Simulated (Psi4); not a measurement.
**Run report: SiH4, geometry relaxation (part 1 of 3)**

The run: geometry relaxation of SiH4, SMILES [SiH4]. Method and program: PBE/def2-SVP, RKS (Psi4 1.11).

The geometry comes from this level: PBE0-D4/def2-TZVP.

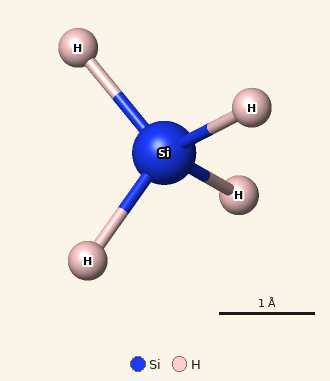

Fig. 1: The structure as given in the input (ball-and-stick view, seen at a tilt). Bond lengths as drawn: H–Si 1.48 Å.

The input (h4si.py)
```python
import psi4

psi4.set_memory(1600000000)
psi4.set_num_threads(1)
psi4.set_output_file('psi4.out', False)

with open('h4si.xyz') as f:
    atoms = ''.join(f.readlines()[2:])
mol = psi4.geometry('0 1\n' + atoms + 'symmetry c1')

options = {'basis': 'def2-SVP', 'geom_maxiter': 60}
psi4.set_options(options)

e, wfn = psi4.optimize('pbe', return_wfn=True)
print(f'pbe energy: {e:.10f} Eh')
print(mol.to_string(dtype='xyz', units='Angstrom'))
```

File h4si.xyz
```
5
H4Si
Si     0.000000     0.000000    -0.000100
H      0.967600    -0.688400     0.890900
H     -1.331000     0.044900     0.656000
H     -0.105100    -0.740300    -1.282600
H      0.468500     1.383800    -0.264200
```

Machine: 1 thread of Intel Xeon @ 2.50GHz (Skylake/Cascade Lake), 176 GiB of memory available, shared host.

Command:
```bash
python h4si.py
```

Log
```
Psi4 1.11 release

gradient() will perform analytic gradient computation.

   => Loading Basis Set <=

    Name: DEF2-SVP
    Role: ORBITAL
    Keyword: BASIS

         ---------------------------------------------------------
                                   SCF
                              RKS Reference
                        1 Threads,   1525 MiB Core
         ---------------------------------------------------------

  ==> Geometry <==

    Molecular point group: c1
    Full point group: C1

    Geometry (in Angstrom), charge = 0, multiplicity = 1:

       Center              X                  Y                   Z               Mass
    ------------   -----------------  -----------------  -----------------  -----------------
         SI           0.000000000000     0.000000000000    -0.000015743219    27.976926534650
         H            0.967600000000    -0.688400000000     0.890984256781     1.007825032230
         H           -1.331000000000     0.044900000000     0.656084256781     1.007825032230
         H           -0.105100000000    -0.740300000000    -1.282515743219     1.007825032230
         H            0.468500000000     1.383800000000    -0.264115743219     1.007825032230

  Running in c1 symmetry.

  Rotational constants: A =      2.84607  B =      2.84604  C =      2.84571 [cm^-1]
  Rotational constants: A =  85323.15486  B =  85321.99254  C =  85312.20167 [MHz]
  Nuclear repulsion =   21.270588269772578

  Charge       = 0
  Multiplicity = 1
  Electrons    = 18
  Nalpha       = 9
  Nbeta        = 9

  ==> Algorithm <==

  SCF Algorithm Type is DF.
  DIIS enabled.
  MOM disabled.
  Fractional occupation disabled.
  Guess Type is SAD.
  Energy threshold   = 1.00e-08
  Density threshold  = 1.00e-08
  Integral threshold = 1.00e-12

  ==> Primary Basis <==

  Basis Set: DEF2-SVP
    Blend: DEF2-SVP
    Number of shells: 20
    Number of basis functions: 38
    Number of Cartesian functions: 39
    Spherical Harmonics?: true
    Max angular momentum: 2

  ==> DFT Potential <==

   => LibXC <=

    Version 7.1.2

   => Composite Functional: PBE <=

    PBE GGA Exchange-Correlation Functional

    Deriv               =              1
    GGA                 =           TRUE
    Meta                =          FALSE

    Exchange Hybrid     =          FALSE
    MP2 Hybrid          =          FALSE

   => Exchange Functionals <=

    1.0000     XC_GGA_X_PBE

   => Correlation Functionals <=

    1.0000     XC_GGA_C_PBE

   => LibXC Density Thresholds  <==

    XC_GGA_C_PBE:  1.00E-12
    XC_GGA_X_PBE:  1.00E-15

   => Molecular Quadrature <=

    Radial Scheme          =       TREUTLER
    Pruning Scheme         =           NONE
    Nuclear Scheme         =       TREUTLER

    Blocking Scheme        =         OCTREE
    BS radius alpha        =              1
    Pruning alpha          =              1
    Radial Points          =             75
    Spherical Points       =            302
    Total Points           =         109268
    Total Blocks           =            866
    Max Points             =            256
    Max Functions          =             38
    Weights Tolerance      =       1.00E-15

   => Loading Basis Set <=

    Name: (DEF2-SVP AUX)
    Role: JKFIT
    Keyword: DF_BASIS_SCF

  ==> Integral Setup <==

  DFHelper Memory: AOs need 0.003 GiB; user supplied 1.002 GiB.
  SCF_SUBTYPE=INCORE selected. In-core MEM_DF algorithm will be used.
  Using in-core AOs.

  ==> MemDFJK: Density-Fitted J/K Matrices <==

    J tasked:                   Yes
    K tasked:                    No
    wK tasked:                   No
    Memory [MiB]:              1026
    Algorithm:                 Core
    Schwarz Cutoff:           1E-12
    Mask sparsity (%):       0.0000
    Fitting Condition:        1E-10

   => Auxiliary Basis Set <=

  Basis Set: (DEF2-SVP AUX)
    Blend: DEF2-UNIVERSAL-JKFIT
    Number of shells: 62
    Number of basis functions: 200
    Number of Cartesian functions: 235
    Spherical Harmonics?: true
    Max angular momentum: 4

  Cached 100.0% of DFT collocation blocks in 0.115 [GiB].

  Minimum eigenvalue in the overlap matrix is 1.1919524404E-02.
  Reciprocal condition number of the overlap matrix is 2.8489480637E-03.
    Using symmetric orthogonalization.

  ==> Pre-Iterations <==

  SCF Guess: Superposition of Atomic Densities via on-the-fly atomic UHF (no occupation information).

   -------------------------
    Irrep   Nso     Nmo
   -------------------------
     A         38      38
   -------------------------
    Total      38      38
   -------------------------

  ==> Iterations <==

                           Total Energy        Delta E     RMS |[F,P]|

   @DF-RKS iter SAD:  -291.29806806636219   -2.91298e+02   0.00000e+00
   @DF-RKS iter   1:  -291.56946726348201   -2.71399e-01   5.88876e-03 DIIS/ADIIS
   @DF-RKS iter   2:  -291.59257087167668   -2.31036e-02   4.54162e-03 DIIS/ADIIS
   @DF-RKS iter   3:  -291.61587492682855   -2.33041e-02   5.34060e-04 DIIS/ADIIS
   @DF-RKS iter   4:  -291.61620263245737   -3.27706e-04   5.81681e-06 DIIS
   @DF-RKS iter   5:  -291.61620266418356   -3.17262e-08   1.12713e-06 DIIS
   @DF-RKS iter   6:  -291.61620266558396   -1.40039e-09   1.39103e-07 DIIS
   @DF-RKS iter   7:  -291.61620266560840   -2.44427e-11   2.60800e-08 DIIS
   @DF-RKS iter   8:  -291.61620266560959   -1.19371e-12   1.41592e-09 DIIS
  Energy and wave function converged.

  ==> Post-Iterations <==

   Electrons on quadrature grid:
      Ntotal   =   17.9999997406 ; deviation = -2.594e-07

    Orbital Energies [Eh]
    ---------------------

    Doubly Occupied:

       1A    -65.396095     2A     -5.054819     3A     -3.468764
       4A     -3.468764     5A     -3.468764     6A     -0.492935
       7A     -0.311466     8A     -0.311449     9A     -0.311434

    Virtual:

      10A      0.022862    11A      0.022879    12A      0.022893
      13A      0.064089    14A      0.215295    15A      0.282281
      16A      0.282294    17A      0.282299    18A      0.370115
      19A      0.370118    20A      0.484052    21A      0.484066
      22A      0.484077    23A      0.580328    24A      0.840958
      25A      0.840992    26A      0.841014    27A      1.306616
      28A      1.306618    29A      1.306641    30A      1.575811
      31A      1.575876    32A      1.575952    33A      1.698998
      34A      1.699026    35A      1.869659    36A      2.114395
      37A      2.114402    38A      2.114463

    Final Occupation by Irrep:
              A
    DOCC [     9 ]
    NA   [     9 ]
    NB   [     9 ]

  @DF-RKS Final Energy:  -291.61620266560959

   => Energetics <=

    Nuclear Repulsion Energy =             21.2705882697725777
    One-Electron Energy =                -445.4780872986898430
    Two-Electron Energy =                 154.7702798456912205
    DFT Exchange-Correlation Energy =     -22.1789834823835754
    Empirical Dispersion Energy =           0.0000000000000000
    VV10 Nonlocal Energy =                  0.0000000000000000
    Total Energy =                       -291.6162026656095918

Computation Completed

Properties will be evaluated at   0.000000,   0.000000,   0.000000 [a0]

Properties computed using the SCF density matrix

 Multipole Moments:

 ------------------------------------------------------------------------------------
     Multipole            Electronic (a.u.)      Nuclear  (a.u.)        Total (a.u.)
 ------------------------------------------------------------------------------------

 L = 1.  Multiply by 2.5417464519 to convert [e a0] to [Debye]
 Dipole X            :         -0.0000025            0.0000000           -0.0000025
 Dipole Y            :         -0.0000084            0.0000000           -0.0000084
 Dipole Z            :         -0.0005970            0.0004094           -0.0001877
 Magnitude           :                                                    0.0001879

 ------------------------------------------------------------------------------------

	total time  =          3 seconds =       0.05 minutes

         ------------------------------------------------------------
                                   SCF GRAD
         ------------------------------------------------------------

  ==> Geometry <==

    Molecular point group: c1
    Full point group: C1

    Geometry (in Angstrom), charge = 0, multiplicity = 1:

       Center              X                  Y                   Z               Mass
    ------------   -----------------  -----------------  -----------------  -----------------
         SI           0.000000000000     0.000000000000    -0.000015743219    27.976926534650
         H            0.967600000000    -0.688400000000     0.890984256781     1.007825032230
         H           -1.331000000000     0.044900000000     0.656084256781     1.007825032230
         H           -0.105100000000    -0.740300000000    -1.282515743219     1.007825032230
         H            0.468500000000     1.383800000000    -0.264115743219     1.007825032230

  Nuclear repulsion =   21.270588269772578

  ==> Basis Set <==

  Basis Set: DEF2-SVP
    Blend: DEF2-SVP
    Number of shells: 20
    Number of basis functions: 38
    Number of Cartesian functions: 39
    Spherical Harmonics?: true
    Max angular momentum: 2

  ==> DFJKGrad: Density-Fitted SCF Gradients <==

    Gradient:                    1
    J tasked:                  Yes
    K tasked:                   No
    wK tasked:                  No
    Integrals threads:           1
    Memory [MiB]:             1144
    Schwarz Cutoff:          1E-12
    Fitting Condition:       1E-10

   => Auxiliary Basis Set <=

  Basis Set: (DEF2-SVP AUX)
    Blend: DEF2-UNIVERSAL-JKFIT
    Number of shells: 62
    Number of basis functions: 200
    Number of Cartesian functions: 235
    Spherical Harmonics?: true
    Max angular momentum: 4

   => Molecular Quadrature <=

    Radial Scheme          =       TREUTLER
    Pruning Scheme         =           NONE
    Nuclear Scheme         =       TREUTLER

    Blocking Scheme        =         OCTREE
    BS radius alpha        =              1
    Pruning alpha          =              1
    Radial Points          =             75
    Spherical Points       =            302
    Total Points           =         109268
    Total Blocks           =            866
    Max Points             =            256
    Max Functions          =             38
    Weights Tolerance      =       1.00E-15

  -Total Gradient:
     Atom            X                  Y                   Z
    ------   -----------------  -----------------  -----------------
       1       -0.000003631219    -0.000018663276    -0.000030315850
       2       -0.004232873620     0.003008475191    -0.003884933961
       3        0.005815758836    -0.000199008282    -0.002856571911
       4        0.000459442540     0.003238018005     0.005615047307
       5       -0.002039254671    -0.006029317605     0.001157577632

	total time  =          1 seconds =       0.02 minutes

    			-----------------------------------------

    			 OPTKING 3.0: for geometry optimizations

    			        with contributions from

    			-----------------------------------------

	                            ===> Fragment 1 <==

	 Z (Atomic Numbers)          Masses                          Geom
	      14.000000            27.976927          0.00000000  0.00000000 -0.00002975
	       1.000000             1.007825          1.82849900 -1.30088746  1.68371623
	       1.000000             1.007825         -2.51522547  0.08484870  1.23981956
	       1.000000             1.007825         -0.19861022 -1.39896425 -2.42360351
	       1.000000             1.007825          0.88533669  2.61500301 -0.49910642

	 - Coordinate -           - BOHR/RAD -       - ANG/DEG -
	 R(1,2)           =         2.805480           1.484596
	 R(1,3)           =         2.805492           1.484602
	 R(1,4)           =         2.805398           1.484553
	 R(1,5)           =         2.805555           1.484636
	 B(2,1,3)         =         1.910403         109.458025
	 B(2,1,4)         =         1.910694         109.474699
	 B(2,1,5)         =         1.910588         109.468618
	 B(3,1,4)         =         1.910702         109.475160
	 B(3,1,5)         =         1.910642         109.471743
	 B(4,1,5)         =         1.910770         109.479077
	 O(2,1,3,4)       =         0.955452          54.743357
	 O(2,1,3,5)       =        -0.955588         -54.751146
	 O(2,1,4,5)       =         0.955233          54.730806
	 O(3,1,2,4)       =        -0.955448         -54.743127
	 O(3,1,2,5)       =         0.955560          54.749583
	 O(3,1,4,5)       =        -0.955170         -54.727219
	 O(4,1,2,3)       =         0.955302          54.734791
	 O(4,1,2,5)       =        -0.955141         -54.725577
	 O(4,1,3,5)       =         0.955106          54.723553
	 O(5,1,2,3)       =        -0.955468         -54.744286
	 O(5,1,2,4)       =         0.955195          54.728616
	 O(5,1,3,4)       =        -0.955136         -54.725261
```
